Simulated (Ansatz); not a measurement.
A series of calculations on C$_{2}$H$_{3}$IO$_{2}$Si

Part 1: Relaxation

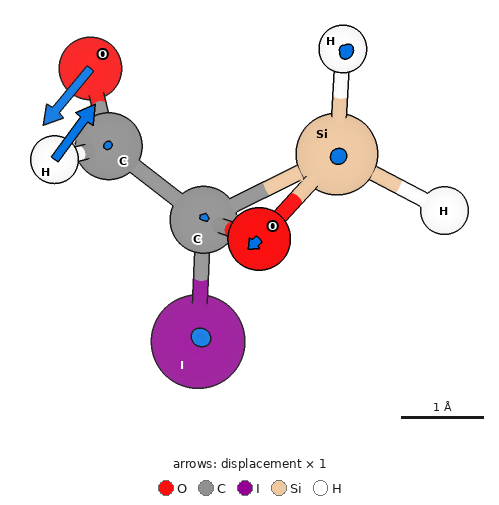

This is a relaxation of C2H3IO2Si. The starting structure is drawn; blue arrows show the displacements, at their true length. The two geometries are superimposed by the best rigid fit.

A ball-and-stick model, seen at a tilt.

The run prepares an end point of a later path (hydrogen shift) calculation, from a guessed geometry.

These are results of RKS PBE-D4/def2-SVP (Ansatz), not measurements. (no spin polarisation; force threshold 0.02 eV/Å; at most 50 steps)

Q: What happened in the run?

A: The atom that moves furthest after the best rigid fit is an O atom (0.93 Å). Largest moves by element: O 0.93 Å, H 0.86 Å, I 0.35 Å, Si 0.25 Å, C 0.10 Å. Near-neighbour distances that change, for instance: C–I 1.968 → 2.181 Å, O–Si 1.651 → 1.726 Å, C–O 1.270 → 1.211 Å, H–Si 1.521 → 1.489 Å. Among the angles between lasting bonds that change: O–Si–H 108.9° → 117.2°, O–Si–H 106.2° → 114.1°, C–C–Si 114.1° → 121.3°. Groups turn about C–C by about 60°. After 14 accepted moves (18 points after the start) the energy has fallen by 22.1 kcal/mol. The largest force component goes from 4.3 to 0.015 eV/Å. The line search rejected the trial steps at points 3, 5, 14, 16 of the run. The run took 50 s on 2 threads of Intel(R) Xeon(R) Platinum 8259CL CPU @ 2.50GHz (Skylake/Cascade Lake), with other jobs on the host, peak memory 0.18 GiB.

Part 2: Relaxation

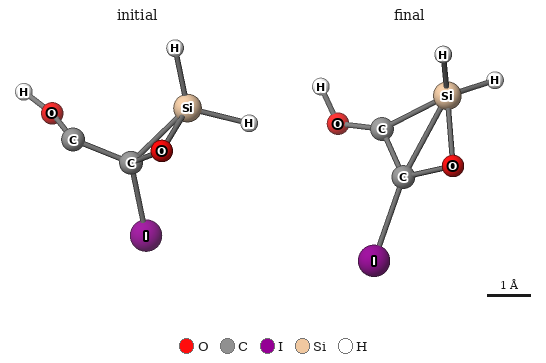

The structure of C2H3IO2Si before (left) and after (right) a relaxation, at one scale.

A ball-and-stick model, seen at a tilt.

The run prepares an end point of a later path (hydrogen shift) calculation, from a guessed geometry.

Computed with RKS PBE-D4/def2-SVP (Ansatz). Settings: no spin polarisation; force threshold 0.02 eV/Å; at most 50 steps.

> Summarise the run.

After 21 accepted moves (22 points after the start) the energy has fallen by 4.373 eV. Largest force component: 3.8 eV/Å at the start, 0.014 eV/Å at the end. The line search rejected the trial step at point 16 of the run. The I atom moves most after the best rigid fit: 1.46 Å. Largest moves by element: I 1.46 Å, H 1.32 Å, C 1.04 Å, O 0.73 Å, Si 0.45 Å. Among the contacts that change: I–Si 3.302 → 4.275 Å, C–Si 2.803 → 1.876 Å, C–Si 1.857 → 2.188 Å, C–I 1.968 → 2.100 Å. New bonds form, among them: C–Si (2.80 → 1.88 Å). Among the angles between lasting bonds that change: C–C–Si 114.1° → 58.3°, I–C–Si 119.3° → 170.9°, C–O–H 157.5° → 108.6°.

Part 3: Path

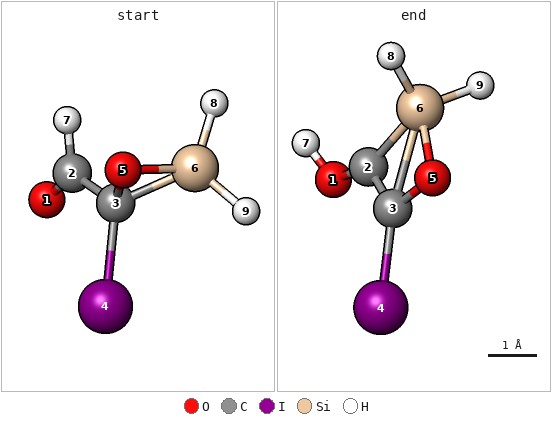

The two relaxed end points of a path for C₂H₃IO₂Si. A ball-and-stick model, seen at a tilt.

These are results of RKS PBE-D4/def2-SVP (Ansatz), not measurements.

Settings: 7 movable images; climbing image; force threshold 0.03 eV/Å; iteration limit 60.

Start:
```xyz
9

O    -0.2748   -1.3781   -2.1483
C     0.2146   -0.5241   -1.4428
C    -0.4427    0.1390   -0.2683
I    -2.6189   -0.0100   -0.2871
O     0.1042    1.3932    0.1382
Si    0.4103    0.2425    1.3872
H     1.2743   -0.1465   -1.5773
H     1.8536   -0.0910    1.5694
H    -0.4321    0.3285    2.6120
```

End:
```xyz
9

O     0.2061   -1.2462   -1.5831
C     0.0792   -0.3582   -0.5672
C    -0.9549    0.4953   -0.3007
I    -2.6989    0.8689   -1.4088
O    -0.7865    1.1360    0.9235
Si    0.6662    0.1723    1.1335
H     1.1534   -1.3548   -1.7837
H     1.8924    1.0230    1.2889
H     0.5313   -0.7828    2.2805
```

**Predict the minimum-energy path and its barrier.**

The energy climbs by 2.21 eV to image 4 and then falls by 2.25 eV, so the end point sits at −0.03 eV. Breaking: C2–H7 (1.13 → 1.18 at the top → 1.90 Å). Forming: C2–Si6 (2.94 → 1.95 at the top → 1.88 Å), O1–H7 (2.06 → 1.41 at the top → 0.97 Å). The band is converged.

Energies of the converged images:

```
image  path (Å)  E (eV)
    0      0.00   0.000
    1      0.78   0.198
    2      1.56   0.729
    3      2.35   1.096
    4      3.13   2.215
    5      3.55   0.918
    6      3.97   0.129
    7      4.39  -0.013
    8      4.81  -0.031
```

The geometry at the top of the path:

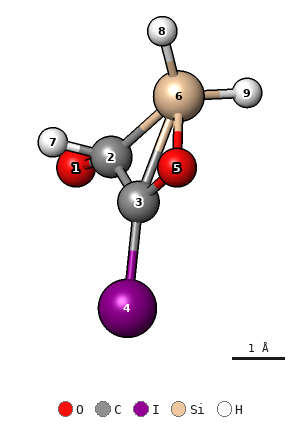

Cost: 5.7 min on 2 threads of Intel(R) Xeon(R) Platinum 8259CL CPU @ 2.50GHz (Skylake/Cascade Lake), on a shared host, peak memory 0.19 GiB.
